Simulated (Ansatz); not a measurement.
## Lattice dynamics of CdInCl3 (model cell, started as cubic perovskite with Cd in the octahedra)

Aim: the vibrations of CdInCl3 (model cell, started as cubic perovskite with Cd in the octahedra), their spectra, and whether the structure is stable.

Method: DFT PBEsol, scalar-relativistic, plane waves, PAW; PAW set soft_1, in Ansatz 0.2.0.

The structure was built from a prototype and need not be the compound's stable phase.

**1. Set-up**

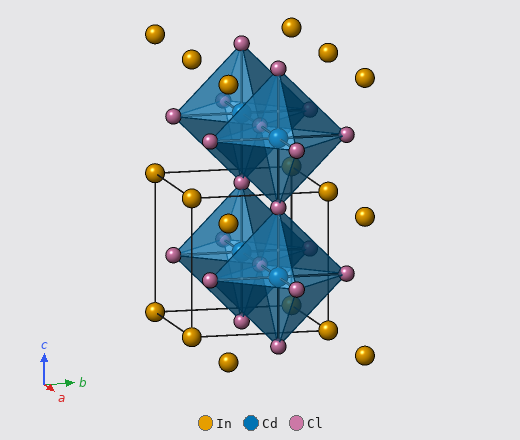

The starting structure, seen slightly off an axis (indium orange, cadmium blue, chlorine pink). 2×1×2 cells are drawn. Some periodic images of atoms are drawn too.

**2. Relaxation, k-mesh 4×4×4**

Harmonic phonons are second derivatives at a point where the forces vanish, and they are wanted at zero stress, so atoms and cell are relaxed first.

input.yaml

```yaml
crystal:
  lattice:
    - [5.4096, 0.0, 0.0]
    - [0.0, 5.4096, 0.0]
    - [0.0, 0.0, 5.4096]
  atoms:
    - { symbol: In, position: [0.0, 0.0, 0.0] }
    - { symbol: Cd, position: [0.5, 0.5, 0.5] }
    - { symbol: Cl, position: [0.5, 0.5, 0.0] }
    - { symbol: Cl, position: [0.5, 0.0, 0.5] }
    - { symbol: Cl, position: [0.0, 0.5, 0.5] }
kpoints:
  mp_grid: { grid: [4, 4, 4] }
hamiltonian:
  xc: pbesol
  pseudopotentials: { kind: paw, azcp: { folder: soft_1 }, xc_functional: pbe }
scf:
  occupations: { method: gaussian, width: 0.02 }
output:
  forces: true
  stress: true
  eigenvalues: true
  write_density: true
  write_potential: true
  elf: true
  volumetric_format: npy
relax:
  adjacent_minimum: "off"
  f_tol: 0.005
  max_steps: 80
  cell: { stress_tol: 0.05 }
```

Started as:

```bash
> ansatz run input.yaml --threads 4 --pin off --max-ram 16384MiB --backend cpu --events-out ev --progress --plain --runs-dir out
```

Numbers of over 12 decimals in the logs are rounded to 6 here.

Log:

```text
Engine: ansatz 0.2.0, aarch64-unknown-linux-gnu
Pseudopotentials: kind: paw
Pseudopotential: In, paw, valence charge 13, recommended cutoff 420 eV (normal), soft_1/In.paw.azcp
Pseudopotential: Cd, paw, valence charge 20, recommended cutoff 420 eV (normal), soft_1/Cd.paw.azcp
Pseudopotential: Cl, paw, valence charge 7, recommended cutoff 420 eV (normal), soft_1/Cl.paw.azcp
Functional definition: PBEsol
  exchange = pbesol_x
  correlation = pbesol_c
Crystal: 5 atoms, lattice volume = 158.305 Å³
Basis set: ecut = 420 eV, 3071 PW (Γ), exchange–correlation on 80×80×80 points (8 copies of the dense FFT grid, shifted against one another)
Bands: 33, of which v1, the nominal top of the filled ones, is band 27 counted from 1 (26 counted from 0)
Symmetry: 48 space group operations
Space group: Pm-3m (ITA 221), of the structure as read, at distance tolerance 5.4e-5 Å
k-points: 10 of 64
Non-local potential: In, projectors of the file, l = 0: 2, l = 1: 2, l = 2: 2, l = 3: 1
Non-local potential: Cd, projectors of the file, l = 0: 3, l = 1: 2, l = 2: 2, l = 3: 1
Non-local potential: Cl, projectors of the file, l = 0: 2, l = 1: 2, l = 2: 1
PAW form: soft (Blöchl's): semilocal exchange-correlation on the pseudo side does not see the compensation charge
PAW frozen core: In, regenerated for the run's functional, and the local potential with it (the file was generated under x = pbe(κ = 0.804, μ = 0.219515), c = pbe(β = 0.066725))
PAW frozen core: Cd, regenerated for the run's functional, and the local potential with it (the file was generated under x = pbe(κ = 0.804, μ = 0.219515), c = pbe(β = 0.066725))
PAW frozen core: Cl, regenerated for the run's functional, and the local potential with it (the file was generated under x = pbe(κ = 0.804, μ = 0.219515), c = pbe(β = 0.066725))
PAW one-centre angular grid: In, 590 points (default); XC on 64 Gauss nodes
PAW one-centre angular grid: Cd, 590 points (default); XC on 64 Gauss nodes
PAW one-centre angular grid: Cl, 110 points (default); XC on 64 Gauss nodes
Initial density: superposition of atomic densities (chi_scale 0.1, normalization cell), built separately for each of the 2 bonded fragments (scf.initial_density.interfragment_charge_transfer: auto; true builds it for the cell as a whole; a typed value also counts as a typed key of the start: scf.initial_density.chi_scale says what that changes, if anything)
Initial wavefunctions: pseudopotential atomic-orbital guess
Functional: x = pbesol(κ = 0.804, μ = 0.123457), c = pbesol(β = 0.046)
SCF iter   1: F=—  HF=-16898.492862 eV  |F-HF|=—  |Δ(HF+E_count)|=         —  Δρ=5.35e-2  dr2=5.77e0  ethr=3.10e-3  ⟨swp⟩=8.1  Hψ=1562  notcnv=0
preconditioner: auto → LDOS  [insulator: Δε(μ)=0.640 eV  Ē_g=12.658 eV  σ=0.020 eV  W_gap=0.67  n_scr=26 (ndim 8)  ℏωp=20.0 eV  f_vac=0.035  D(μ)=2.42/eV (n_scr^D=18)  ε∞_Penn≈3.5  β→1.0]
SCF iter   2: F=—  HF=-16900.072108 eV  |F-HF|=—  |Δ(HF+E_count)|=    1.58e0  Δρ=8.45e-2  dr2=1.08e1  ethr=3.10e-3  ⟨swp⟩=3.9  Hψ=908  notcnv=0  defer=18
preconditioner: auto → Resta (q_TF=auto, 2.281 Å⁻¹)  ε∞=4.1  [insulator: Δε(μ)=1.633 eV  Ē_g=11.447 eV  σ=0.020 eV  W_gap=1.00  n_scr=26 (ndim 8)  ℏωp=20.0 eV  f_vac=0.062  D(μ)=0.00/eV (n_scr^D=0)  ε∞_Penn≈4.1  β→0.5]
SCF iter   3: F=—  HF=-16896.468057 eV  |F-HF|=—  |Δ(HF+E_count)|=    3.60e0  Δρ=2.20e-2  dr2=8.09e-1  ethr=3.10e-3  ⟨swp⟩=3.0  Hψ=767  notcnv=0  defer=19
SCF iter   4: F=—  HF=-16896.198079 eV  |F-HF|=—  |Δ(HF+E_count)|=   2.70e-1  Δρ=1.28e-2  dr2=2.28e-1  ethr=1.50e-3  ⟨swp⟩=3.3  Hψ=628  notcnv=0  defer=19
SCF iter   5: F=—  HF=-16896.134376 eV  |F-HF|=—  |Δ(HF+E_count)|=   6.37e-2  Δρ=5.98e-3  dr2=5.32e-2  ethr=4.22e-4  ⟨swp⟩=2.2  Hψ=577  notcnv=0  defer=19
SCF iter   6: F=—  HF=-16896.115938 eV  |F-HF|=—  |Δ(HF+E_count)|=   1.84e-2  Δρ=4.41e-4  dr2=3.90e-4  ethr=9.86e-5  ⟨swp⟩=3.0  Hψ=625  notcnv=0  defer=19
SCF iter   7: F=—  HF=-16896.116126 eV  |F-HF|=—  |Δ(HF+E_count)|=   1.88e-4  Δρ=1.72e-4  dr2=4.72e-5  ethr=7.23e-7  ⟨swp⟩=2.0  Hψ=640  notcnv=0  defer=19
SCF iter   8: F=—  HF=-16896.116192 eV  |F-HF|=—  |Δ(HF+E_count)|=   6.61e-5  Δρ=7.20e-5  dr2=6.22e-6  ethr=8.73e-8  ⟨swp⟩=2.1  Hψ=518  notcnv=0  defer=19
SCF iter   9: F=—  HF=-16896.116191 eV  |F-HF|=—  |Δ(HF+E_count)|=   9.21e-7  Δρ=1.75e-5  dr2=4.70e-7  ethr=1.15e-8  ⟨swp⟩=2.0  Hψ=564  notcnv=0  defer=19
SCF iter  10: F=-16896.116191 eV  HF=-16896.116191 eV  |F-HF|=1.56e-8  |Δ(HF+E_count)|=   1.58e-7  Δρ=1.86e-6  dr2=8.38e-9  ethr=1.85e-10  ⟨swp⟩=17.4  Hψ=2678  notcnv=0
SCF 1 converged in 10 iterations: F = -16896.116191 eV  dr2 = 8.38e-9
  greatest PAW one-centre occupation: 1.000 electrons in one spin orbital (limit 2), on the Cd atom at site 1 (counted from 0), in its partial waves of l = 0
relax step   1: F+E_penalty+E_count = -16896.11619118 eV  Δ(F+E_penalty+E_count) = +0.000e0 eV  max|allowed force component| = 4.226e-28 eV/Å  Δτ_max = 0.0000 Å  P = -4.157 GPa  Ω = 158.305 Å³  (10 SCF iters, dr2 threshold 1.00e-7 eV, accepted)
Crystal: 5 atoms, lattice volume = 142.661 Å³
Basis set: ecut = 420 eV, 2801 PW (Γ), exchange–correlation on 80×80×80 points (8 copies of the dense FFT grid, shifted against one another)
Initial density: handed on by an earlier stage of this run
Initial wavefunctions: those handed on with the density
iter 1 solved again at ethr=7.74e-5 eV; its pass at ethr=3.10e-3 eV (dr2=4.18e-2 eV) is discarded
SCF iter   1: F=—  HF=-16896.444982 eV  |F-HF|=—  |Δ(HF+E_count)|=         —  Δρ=3.68e-3  dr2=4.15e-2  ethr=7.74e-5  ⟨swp⟩=2.4  Hψ=1843  notcnv=0
preconditioner: auto → Resta (q_TF=auto, 2.320 Å⁻¹)  ε∞=3.9  [insulator: Δε(μ)=1.621 eV  Ē_g=12.386 eV  σ=0.020 eV  W_gap=1.00  n_scr=26 (ndim 8)  ℏωp=21.1 eV  f_vac=0.034  D(μ)=0.00/eV (n_scr^D=0)  ε∞_Penn≈3.9]
SCF iter   2: F=—  HF=-16896.431418 eV  |F-HF|=—  |Δ(HF+E_count)|=   1.36e-2  Δρ=1.95e-3  dr2=7.87e-3  ethr=7.69e-5  ⟨swp⟩=3.0  Hψ=593  notcnv=0
SCF iter   3: F=—  HF=-16896.428246 eV  |F-HF|=—  |Δ(HF+E_count)|=   3.17e-3  Δρ=6.56e-4  dr2=1.27e-3  ethr=1.46e-5  ⟨swp⟩=2.8  Hψ=477  notcnv=0  defer=19
SCF iter   4: F=—  HF=-16896.427788 eV  |F-HF|=—  |Δ(HF+E_count)|=   4.58e-4  Δρ=2.12e-4  dr2=7.79e-5  ethr=2.35e-6  ⟨swp⟩=2.2  Hψ=487  notcnv=0  defer=19
SCF iter   5: F=—  HF=-16896.427767 eV  |F-HF|=—  |Δ(HF+E_count)|=   2.13e-5  Δρ=7.84e-5  dr2=9.12e-6  ethr=1.44e-7  ⟨swp⟩=2.0  Hψ=559  notcnv=0  defer=19
SCF iter   6: F=-16896.427772 eV  HF=-16896.427772 eV  |F-HF|=8.86e-9  |Δ(HF+E_count)|=   5.02e-6  Δρ=1.49e-5  dr2=2.39e-7  ethr=9.26e-10  ⟨swp⟩=13.7  Hψ=2860  notcnv=0
SCF 2 converged in 6 iterations: F = -16896.427772 eV  dr2 = 2.39e-7
relax step   2: F+E_penalty+E_count = -16896.42777163 eV  Δ(F+E_penalty+E_count) = -3.116e-1 eV  max|allowed force component| = 2.076e-29 eV/Å  Δτ_max = 0.0000 Å  P = -1.935 GPa  Ω = 142.661 Å³  energy of the carried Pulay correction = +1.233e-3 eV  (6 SCF iters, dr2 threshold 5.00e-7 eV, accepted)
Crystal: 5 atoms, lattice volume = 131.376 Å³
Basis set: ecut = 420 eV, 2553 PW (Γ), exchange–correlation on 80×80×80 points (8 copies of the dense FFT grid, shifted against one another)
iter 1 solved again at ethr=4.34e-5 eV; its pass at ethr=3.10e-3 eV (dr2=2.34e-2 eV) is discarded
SCF iter   1: F=—  HF=-16896.481120 eV  |F-HF|=—  |Δ(HF+E_count)|=         —  Δρ=2.87e-3  dr2=2.27e-2  ethr=4.34e-5  ⟨swp⟩=2.8  Hψ=1881  notcnv=0
preconditioner: auto → Resta (q_TF=auto, 2.353 Å⁻¹)  ε∞=4.0  [insulator: Δε(μ)=1.773 eV  Ē_g=12.661 eV  σ=0.020 eV  W_gap=1.00  n_scr=26 (ndim 8)  ℏωp=22.0 eV  f_vac=0.029  D(μ)=0.00/eV (n_scr^D=0)  ε∞_Penn≈4.0]
SCF iter   2: F=—  HF=-16896.473724 eV  |F-HF|=—  |Δ(HF+E_count)|=   7.40e-3  Δρ=1.61e-3  dr2=4.95e-3  ethr=4.21e-5  ⟨swp⟩=3.0  Hψ=591  notcnv=0
SCF iter   3: F=—  HF=-16896.471748 eV  |F-HF|=—  |Δ(HF+E_count)|=   1.98e-3  Δρ=5.16e-4  dr2=7.42e-4  ethr=9.17e-6  ⟨swp⟩=3.1  Hψ=505  notcnv=0
SCF iter   4: F=—  HF=-16896.471484 eV  |F-HF|=—  |Δ(HF+E_count)|=   2.64e-4  Δρ=1.55e-4  dr2=3.98e-5  ethr=1.37e-6  ⟨swp⟩=2.4  Hψ=521  notcnv=0
SCF iter   5: F=—  HF=-16896.471483 eV  |F-HF|=—  |Δ(HF+E_count)|=   3.58e-7  Δρ=5.54e-5  dr2=3.73e-6  ethr=7.38e-8  ⟨swp⟩=2.2  Hψ=611  notcnv=0
SCF iter   6: F=-16896.471485 eV  HF=-16896.471485 eV  |F-HF|=2.36e-8  |Δ(HF+E_count)|=   2.15e-6  Δρ=9.94e-6  dr2=9.96e-8  ethr=9.26e-10  ⟨swp⟩=12.8  Hψ=2858  notcnv=0
SCF 3 converged in 6 iterations: F = -16896.471485 eV  dr2 = 9.96e-8
  Residual-converged pass: ⟨swp⟩=1.0  Hψ=370  notcnv=0  max |occ|·‖R‖ = 7.0e-9 eV (tolerance 1.0e-8 eV)  dr2=9.96e-8  dr2_onsite=3.75e-8  max |Δocc| = 0.0e0
relax step   3: F+E_penalty+E_count = -16896.47148535 eV  Δ(F+E_penalty+E_count) = -4.371e-2 eV  max|allowed force component| = 1.838e-29 eV/Å  Δτ_max = 0.0000 Å  P = +0.962 GPa  Ω = 131.376 Å³  energy of the carried Pulay correction = +2.273e-3 eV  (6 SCF iters, dr2 threshold 5.00e-7 eV, accepted)
[...]
relax step   4: F+E_penalty+E_count = -16896.48029677 eV  Δ(F+E_penalty+E_count) = -8.811e-3 eV  max|allowed force component| = 2.310e-29 eV/Å  Δτ_max = 0.0000 Å  P = -0.106 GPa  Ω = 134.919 Å³  energy of the carried Pulay correction = +1.931e-3 eV  (5 SCF iters, dr2 threshold 5.00e-7 eV, accepted)
[...]
relax step   5: F+E_penalty+E_count = -16896.48045601 eV  Δ(F+E_penalty+E_count) = -1.592e-4 eV  max|allowed force component| = 6.952e-29 eV/Å  Δτ_max = 0.0000 Å  P = -0.005 GPa  Ω = 134.558 Å³  energy of the carried Pulay correction = +1.965e-3 eV  (5 SCF iters, dr2 threshold 2.82e-8 eV, accepted)
Basis set: ecut = 420 eV, 2601 PW (Γ), exchange–correlation on 72×72×72 points (8 copies of the dense FFT grid, shifted against one another)
Initial wavefunctions: pseudopotential atomic-orbital guess (no wavefunctions were taken with the density)
iter 1 solved again at ethr=4.34e-7 eV; its pass at ethr=3.10e-3 eV (dr2=2.34e-4 eV) is discarded
SCF iter   1: F=—  HF=-16896.478762 eV  |F-HF|=—  |Δ(HF+E_count)|=         —  Δρ=1.51e-4  dr2=4.84e-6  ethr=4.34e-7  ⟨swp⟩=3.3  Hψ=2505  notcnv=0
preconditioner: auto → Resta (q_TF=auto, 2.343 Å⁻¹)  ε∞=4.0  [insulator: Δε(μ)=1.788 eV  Ē_g=12.546 eV  σ=0.020 eV  W_gap=1.00  n_scr=26 (ndim 8)  ℏωp=21.7 eV  f_vac=0.033  D(μ)=0.00/eV (n_scr^D=0)  ε∞_Penn≈4.0]
SCF iter   2: F=—  HF=-16896.478882 eV  |F-HF|=—  |Δ(HF+E_count)|=   1.20e-4  Δρ=7.24e-5  dr2=1.39e-6  ethr=8.96e-9  ⟨swp⟩=2.1  Hψ=596  notcnv=0
SCF iter   3: F=—  HF=-16896.478883 eV  |F-HF|=—  |Δ(HF+E_count)|=   1.24e-6  Δρ=2.09e-5  dr2=1.18e-7  ethr=2.58e-9  ⟨swp⟩=2.7  Hψ=497  notcnv=0
SCF iter   4: F=—  HF=-16896.478883 eV  |F-HF|=—  |Δ(HF+E_count)|=   7.12e-8  Δρ=1.20e-6  dr2=1.29e-9  ethr=2.19e-10  ⟨swp⟩=2.0  Hψ=574  notcnv=0
SCF iter   5: F=—  HF=-16896.478883 eV  |F-HF|=—  |Δ(HF+E_count)|=  2.73e-10  Δρ=4.31e-7  dr2=1.97e-10  ethr=2.38e-12  ⟨swp⟩=2.0  Hψ=600  notcnv=0
SCF iter   6: F=-16896.478883 eV  HF=-16896.478883 eV  |F-HF|=1.09e-11  |Δ(HF+E_count)|=  1.02e-10  Δρ=8.12e-8  dr2=1.36e-11  ethr=1.00e-12  ⟨swp⟩=6.7  Hψ=1562  notcnv=0
SCF 6 converged in 6 iterations: F = -16896.478883 eV  dr2 = 1.36e-11
relax step   6: F+E_penalty+E_count = -16896.47888304 eV  Δ(F+E_penalty+E_count) = +1.573e-3 eV  max|allowed force component| = 4.512e-29 eV/Å  Δτ_max = 0.0000 Å  P = -0.012 GPa  Ω = 134.558 Å³  stress off target by 1.20e-2 GPa  SCF on the basis re-selected at this cell (its energy is not comparable with the rows above)  (6 SCF iters)
basis re-selected at this cell: Δ(F+E_penalty+E_count) = +1.573e-3 eV, ΔP = -0.007 GPa vs the last step (what re-selecting the basis moved, of the pressure what is left beyond the Pulay correction that the steps carried, after the strain that the cell walked since its last selection, with what the two solves' SCF thresholds leave and, on support functions, any second-order correction that the steps lacked; it is no measure of the basis error at this ecutwfc). The dense FFT grid was sized anew with the basis: this SCF ran on 36×36×36 points, the steps before it on 40×40×40, so part of this shift can come from that change (see relax.cell in the input reference). [rest of the remark cut]
SCF converged after 6 iterations
Free energy (F): -16896.478883 eV
Harris-Foulkes:  -16896.478883 eV  (|F-HF|=1.09e-11)
Internal energy: -16896.478883 eV  (E = F + TS)
E sigma→0 (E₀):  -16896.478883 eV
Fermi energy:    4.806054 eV
--- Per-component energies (eV) ---
  E_band       = -666.213007
  E_kinetic    = 1109.334246
  E_local      = -6365.032880  (includes V_loc(G=0)·N_el)
  E_nonlocal   = 548.713445
  E_hartree    = 2753.704626
  E_xc         = -616.014150
  E_vxc        = -632.283781  (∫ρ·V_xc dr)
  E_paw        = -10087.036735  (= ΣΔE_a)
  E_vpaw       = -834.354339  (= ΣTr[D̂ρ^β])
  E_aug_tail   = 0.000833  (compensation charges beyond the density's cutoff)
  E_ewald      = -4240.961429
  E_core_change = 0.813161  (= ΣΔE_core)
  E_smearing   = -0.000000  (= −TS)
  E_closure    = 0.000000  (closes the sum)
  Σ components = -16896.478883   (vs F -16896.478883, Δ=0.00e0)
--- Forces (eV/Å), atoms counted from 1 ---
  atom   1  In     0.00000000     0.00000000    -0.00000000
  atom   2  Cd     0.00000000    -0.00000000     0.00000000
  atom   3  Cl    -0.00000000    -0.00000000     0.00000000
  atom   4  Cl    -0.00000000    -0.00000000    -0.00000000
  atom   5  Cl    -0.00000000     0.00000000    -0.00000000
  max |Σ_I F_I| component: 2.68e-29 eV/Å
--- Stress (GPa, compression-positive) ---
       -0.012005      -0.000000       0.000000
       -0.000000      -0.012005      -0.000000
        0.000000      -0.000000      -0.012005
  P = ⅓ Tr σ = -0.0120 GPa (-0.120 kbar)
--- Band table (eV; the first three rows and the last of 10) ---
  k-point 0: bands = [... 23 lower, 2.8482, 2.9105, 2.9105, 2.9105, 5.6998, 9.7122, 9.7122, 9.7122, ... 2 higher]
  k-point 1: bands = [... 23 lower, 2.7625, 2.9186, 2.9186, 3.3039, 6.8775, 8.4065, 9.2949, 9.2949, ... 2 higher]
  k-point 2: bands = [... 23 lower, 2.6808, 2.9524, 2.9524, 3.8367, 7.4440, 8.5005, 8.9845, 8.9845, ... 2 higher]
  k-point 9: bands = [... 23 lower, 3.5222, 3.5222, 3.9121, 3.9121, 9.4575, 9.4575, 9.4575, 10.0774, ... 2 higher]
--- Relaxed structure (5 steps of the walk, 5 accepted, 1 SCFs on fresh bases) ---
  F+E_penalty+E_count = -16896.47888304 eV   max|allowed force component| = 4.512e-29 eV/Å   (the final SCF, on the basis selected at the relaxed cell)
  cell:  # Å, volume = 134.5577 Å³
    - [5.124319, 0, 0]
    - [0, 5.124319, 0]
    - [0, 0, 5.124319]
  atoms:
    - { symbol: In, position: [0, 0, 0] }
    - { symbol: Cd, position: [0.500000, 0.500000, 0.500000] }
    - { symbol: Cl, position: [0.500000, 0.500000, 0] }
    - { symbol: Cl, position: [0.500000, 0, 0.500000] }
    - { symbol: Cl, position: [0, 0.500000, 0.500000] }
```

It took 5.7 s on 4 threads of Arm Neoverse V2, shared host; peak memory 0.48 GiB; 20 s of CPU time.

The steps of the relaxation:

```csv
step,energy less that of the first step (eV),largest force component (eV/Å),pressure (GPa),volume (Å³)
1,0.0000,0.0000,-4.16,158.31
2,-0.3116,0.0000,-1.94,142.66
3,-0.3553,0.0000,0.96,131.38
4,-0.3641,0.0000,-0.11,134.92
5,-0.3643,0.0000,0.00,134.56
6*,-0.3627,0.0000,-0.01,134.56
```

Relaxation steps marked * repeat the geometry before them on a plane-wave basis chosen anew for their cell, so energy and pressure can jump there.

The run keeps the 48 symmetry operations that it works with, so distortions that break them were not tested.

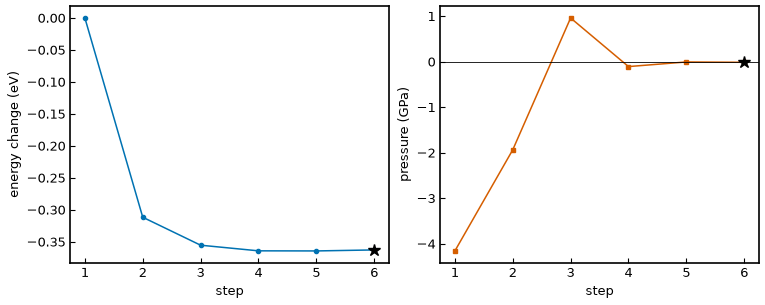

Energy and pressure along the relaxation. Stars mark steps on a basis chosen anew.

```csv
"conventional cell, symmetrised",before,after,change
a (Å),5.410,5.124,-5.3 %
b (Å),5.410,5.124,-5.3 %
c (Å),5.410,5.124,-5.3 %
volume (Å³/atom),31.66,26.91,-15.0 %
```

Final coordinates:

```cif
data_structure
_symmetry_space_group_name_H-M 'P 1'
_symmetry_Int_Tables_number 1
_cell_length_a 5.1243
_cell_length_b 5.1243
_cell_length_c 5.1243
_cell_angle_alpha 90.000
_cell_angle_beta 90.000
_cell_angle_gamma 90.000
_cell_volume 134.56
loop_
_atom_site_label
_atom_site_type_symbol
_atom_site_fract_x
_atom_site_fract_y
_atom_site_fract_z
_atom_site_occupancy
In1 In 0.00000 0.00000 0.00000 1
Cd2 Cd 0.50000 0.50000 0.50000 1
Cl3 Cl 0.50000 0.50000 0.00000 1
Cl4 Cl 0.50000 0.00000 0.50000 1
Cl5 Cl 0.00000 0.50000 0.50000 1
```

A gap read on the k-mesh alone can miss the band edges.

Numbers from this step:

| Property | Result |
| --- | --- |
| pressure | -0.01200 GPa |
| gap on the k-mesh | 1.788 eV |
| volume per atom | 26.91 Å³ |
| direct gap on mesh | 2.789 eV |

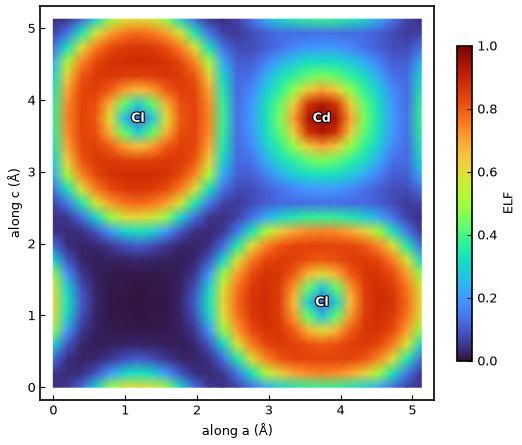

ELF in the ac plane at fractional y = 0.500, with atoms of Cd and Cl within 0.2 Å of it. It is the smooth field of the valence electrons, not physical close to the nuclei. The map starts off the cell's origin, so that atoms lie inside it.

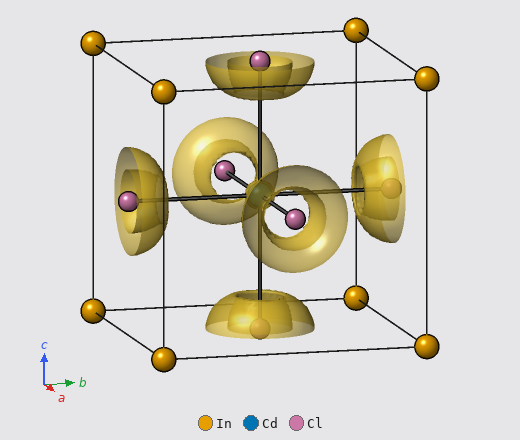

Surface of ELF = 0.85.

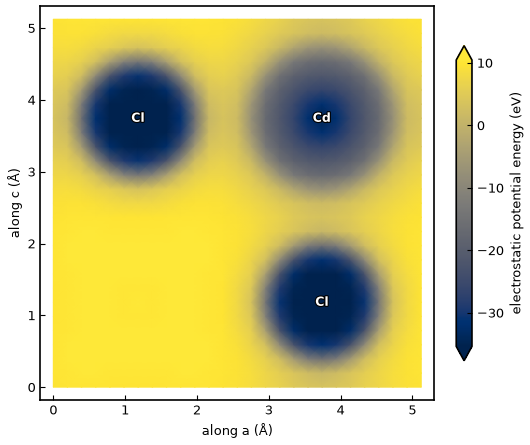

Electrostatic potential energy in the ac plane at fractional y = 0.500, with atoms of Cd and Cl within 0.2 Å of it. With pseudopotentials it is smooth inside the atoms' cores, unlike the true potential. The map starts off the cell's origin, so that atoms lie inside it.

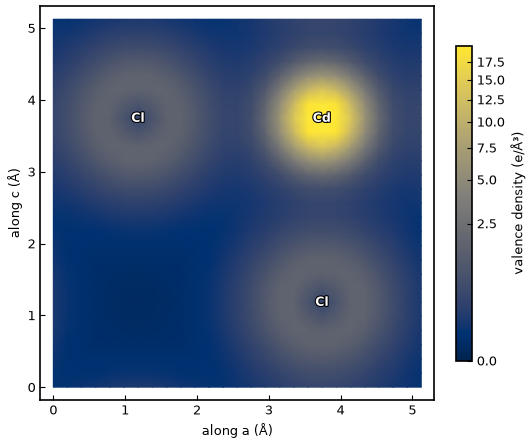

Valence density in the ac plane at fractional y = 0.500, with atoms of Cd and Cl within 0.2 Å of it. It is the smooth field of the valence electrons, not physical close to the nuclei. The map starts off the cell's origin, so that atoms lie inside it. The colour scale is stretched toward low values.

In this step the volume went from 31.66 to 26.91 Å³/atom.

(Part 1 of 3 ends here.)

[Logs are printed without paths, hosts, clocks, repeated set-up lines and the standing remarks that a program may print on its own settings, such as how far it seeks lower states.]

[Hosts, paths, dates, database ids (printed as entryN), source tags and the programs' standing remarks are cut or masked in the printed files.]
